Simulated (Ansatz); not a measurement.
# One shape, several levels: doublet CH6B2O+

We compute a comparison of 6 runs (UHF/STO-3G, U-r2SCAN0/def2-SVP, U-revPBE/def2-SVP, UBLYP/def2-SVP, UCAM-B3LYP/def2-SVP, UCCSD/def2-SVP) of doublet CH6B2O+. 

The results are computed with Ansatz 0.2.0.

69 further runs of the same task are left out: 69 set aside as unsound or not needed.

## Step 1: The structure to begin with

CH6B2O+: 10 atoms, total charge +1, spin state doublet. As SMILES of the parent species, `BB(C)O`. Geometry: relaxed at PBE0-D4/def2-TZVP. This is one conformer, not always the lowest. That shape belongs to the parent species and isn't relaxed for this state.

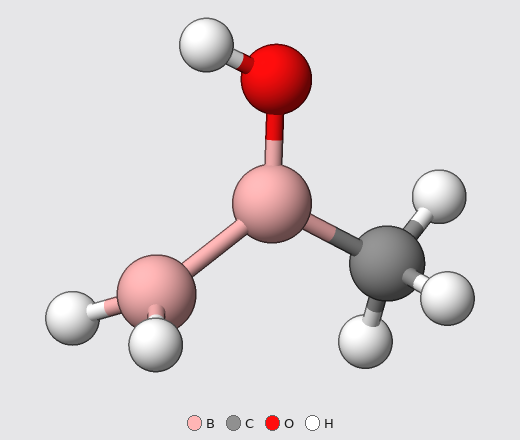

Viewed from a chosen angle; boron pink, carbon grey, oxygen red, hydrogen white.

## Step 2: The energy at UHF/STO-3G (run 1)

File in.yaml:

```yaml
basis:
  gaussian: {orbitals: STO-3G}
crystal:
  periodic: [false, false, false]
  atoms:
    - {symbol: B, position_ang: [-1.157400, 0.826800, -0.622100]}
    - {symbol: B, position_ang: [0.289400, 0.045900, -0.271000]}
    - {symbol: C, position_ang: [0.377300, -0.834700, 1.032200]}
    - {symbol: O, position_ang: [1.432600, 0.117800, -1.017900]}
    - {symbol: H, position_ang: [-2.010400, 0.312100, -1.292200]}
    - {symbol: H, position_ang: [-1.440400, 1.898900, -0.162200]}
    - {symbol: H, position_ang: [-0.546500, -1.371000, 1.265900]}
    - {symbol: H, position_ang: [1.200400, -1.552500, 0.975700]}
    - {symbol: H, position_ang: [0.572700, -0.174500, 1.886700]}
    - {symbol: H, position_ang: [1.365300, 0.679800, -1.792300]}
total_charge: 1
magnetization: {spin_polarized: true, initial_magnetization: 1}
hamiltonian: {xc: hf}
accuracy: high
output: {orbitals: {seedname: orbitals}}
```

Started as:

```
ansatz run in.yaml --threads 1 --pin off --max-ram 3480MiB --events-out events.jsonl --progress --plain --runs-dir runs
```

The log of the run:

```text
Warning: RAYON_NUM_THREADS=1 ignored (pool sized by the plan → 1); use --threads N
Functional definition: HF
  name "HF"
  exchange = exact_x
  correlation = 0
530 factors; integrals over basis functions are off by at most 3.7e-8 eV
mean field evaluation 1: about -4437.2080 eV, gradient 2.2e1 eV
mean field evaluation 2: about -4437.2984 eV, gradient 2.2e1 eV
mean field evaluation 4: about -4440.8627 eV, gradient 2.2e0 eV
mean field evaluation 8: about -4440.9460 eV, gradient 2.8e-1 eV
mean field evaluation 16: about -4440.9674 eV, gradient 1.4e-8 eV
mean field evaluation 32: about -4435.6171 eV, gradient 2.0e1 eV
mean field evaluation 64: about -4440.1207 eV, gradient 5.5e0 eV
mean field evaluation 96: about -4440.6039 eV, gradient 2.1e-1 eV
mean field evaluation 128: about -4440.9674 eV, gradient 1.2e-5 eV
mean field -4440.96741331 eV, -163.2025422433 hartree, gradient 3.7e-8 eV, S^2 0.768502; 3 other end points of the search recorded, 0 dependent functions left out
reference -4440.96741331 eV, -163.2025422433 hartree; 15, 14 occupied and 11, 12 virtual orbitals, 530 factors
Total energy: -4440.96741331 eV, -163.2025422433 hartree
```

It took 0.4 s on 1 thread of Arm Neoverse V2, shared host.

## Step 3: A single-point energy at U-r2SCAN0/def2-SVP (run 2)

File run.yaml:

```yaml
crystal:
  periodic: [false, false, false]
  atoms:
    - {symbol: B, position_ang: [-1.157400, 0.826800, -0.622100]}
    - {symbol: B, position_ang: [0.289400, 0.045900, -0.271000]}
    - {symbol: C, position_ang: [0.377300, -0.834700, 1.032200]}
    - {symbol: O, position_ang: [1.432600, 0.117800, -1.017900]}
    - {symbol: H, position_ang: [-2.010400, 0.312100, -1.292200]}
    - {symbol: H, position_ang: [-1.440400, 1.898900, -0.162200]}
    - {symbol: H, position_ang: [-0.546500, -1.371000, 1.265900]}
    - {symbol: H, position_ang: [1.200400, -1.552500, 0.975700]}
    - {symbol: H, position_ang: [0.572700, -0.174500, 1.886700]}
    - {symbol: H, position_ang: [1.365300, 0.679800, -1.792300]}
basis:
  gaussian:
    orbitals: def2-SVP
output:
  orbitals: {seedname: orbitals}
magnetization:
  spin_polarized: true
  initial_magnetization: 1
total_charge: 1
accuracy: high
hamiltonian:
  xc: {name: r2SCAN0}
```

Started as:

```
ansatz run run.yaml --threads 1 --pin off --max-ram 3480MiB --events-out events.jsonl --progress --plain --runs-dir runs
```

The log of the run:

```text
Warning: RAYON_NUM_THREADS=1 ignored (pool sized by the plan → 1); use --threads N
Functional definition: r2SCAN0
  name "r2SCAN0"
  parameter a = 0.25
  parameter k0 = 0.174
  parameter k1 = 0.065
  parameter a1 = 4.9479
  exchange = (1 - a)*r2scan_x(k0 = k0, k1 = k1, a1 = a1) + a*exact_x
  correlation = r2scan_c
2072 factors; integrals over basis functions are off by at most 3.3e-9 eV
mean field evaluation 1: about -4502.2802 eV, gradient 5.6e1 eV
mean field evaluation 2: about -4400.3302 eV, gradient 1.3e2 eV
mean field evaluation 4: about -4517.0389 eV, gradient 9.0e0 eV
mean field evaluation 8: about -4518.0121 eV, gradient 7.5e-1 eV
mean field evaluation 16: about -4518.2494 eV, gradient 8.3e-3 eV
mean field evaluation 32: about -4518.2494 eV, gradient 2.5e-7 eV
mean field -4518.24943832 eV, -166.0426042788 hartree, gradient 3.6e-8 eV, S^2 0.757586; 0 other end points of the search recorded, 0 dependent functions left out
reference -4518.24943999 eV, -166.0426043402 hartree; 15, 14 occupied and 71, 72 virtual orbitals, 2072 factors
Total energy: -4518.24943999 eV, -166.0426043402 hartree
```

It took 25 s on 1 thread of Arm Neoverse V2, shared host; peak memory 0.5 GiB.

Runs 3 to 5 aren't shown in full; the table further down has their settings and results.

## Step 4: A single-point energy at UCCSD/def2-SVP (run 6)

File input.yaml:

```yaml
crystal:
  periodic: [false, false, false]
  atoms:
    - {symbol: B, position_ang: [-1.157400, 0.826800, -0.622100]}
    - {symbol: B, position_ang: [0.289400, 0.045900, -0.271000]}
    - {symbol: C, position_ang: [0.377300, -0.834700, 1.032200]}
    - {symbol: O, position_ang: [1.432600, 0.117800, -1.017900]}
    - {symbol: H, position_ang: [-2.010400, 0.312100, -1.292200]}
    - {symbol: H, position_ang: [-1.440400, 1.898900, -0.162200]}
    - {symbol: H, position_ang: [-0.546500, -1.371000, 1.265900]}
    - {symbol: H, position_ang: [1.200400, -1.552500, 0.975700]}
    - {symbol: H, position_ang: [0.572700, -0.174500, 1.886700]}
    - {symbol: H, position_ang: [1.365300, 0.679800, -1.792300]}
basis:
  gaussian:
    orbitals: def2-SVP
magnetization:
  spin_polarized: true
  initial_magnetization: 1
scf:
  omitted_lower_state_checks: [cluster_reference, increment]
correlation:
  method: ccsd
  frozen_orbitals: {B: 1, C: 1, H: 0, O: 1}
total_charge: 1
accuracy: high
```

Started as:

```
ansatz run input.yaml --threads 1 --pin off --max-ram 3480MiB --events-out events.jsonl --progress --plain --runs-dir runs
```

The log of the run:

```text
Warning: RAYON_NUM_THREADS=1 ignored (pool sized by the plan → 1); use --threads N
[... 13 lines left out ...]
4 core orbitals not correlated: weight in the atoms' cores, before any rotation towards them, 1.000 or more for the frozen orbitals, at most 0.000 for the correlated occupied ones
[... 33 lines left out ...]
Total energy: -4507.89109836 eV, -165.6619423064 hartree
Checks for a lower state left out: cluster_reference, increment
```

Run time: 59 s. Hardware: 1 thread of Arm Neoverse V2, shared host; peak memory 1 GiB.

## Step 5: The series

| run | level | frozen core orbitals | energy (Eh) | HOMO energy (eV) | LUMO energy (eV) | ⟨S²⟩ | wall time |
| --- | --- | --- | --- | --- | --- | --- | --- |
| 1 | UHF/STO-3G | – | -163.202542 | -17.95 | -7.20 | 0.769 | 0.4 s |
| 2 | U-r2SCAN0/def2-SVP | – | -166.042604 | -15.89 | -12.06 | 0.758 | 25 s |
| 3 | U-revPBE/def2-SVP | – | -166.120971 | -13.93 | -12.89 | 0.752 | 9 s |
| 4 | UBLYP/def2-SVP | – | -166.098990 | -13.83 | -12.85 | 0.752 | 9.3 s |
| 5 | UCAM-B3LYP/def2-SVP | – | -166.067594 | -17.00 | -11.13 | 0.755 | 14 s |
| 6 | UCCSD/def2-SVP | 4 | -165.661942 | – | – | 0.770 | 59 s |

## Step 6: Results

```
                                          quantity          value
                               run 6: total energy  -165.66194 Eh
run 6: correlation energy (4 core orbitals frozen)     -527.2 mEh
          run 6: ⟨S²⟩ of the reference determinant          0.770
                              run 6: T1 diagnostic          0.022
```

In words: Totals of different functionals can't be ranked against each other. In run 1 the basis is minimal, so the values are rough. All runs together took 1.9 min, the longest 59 s.
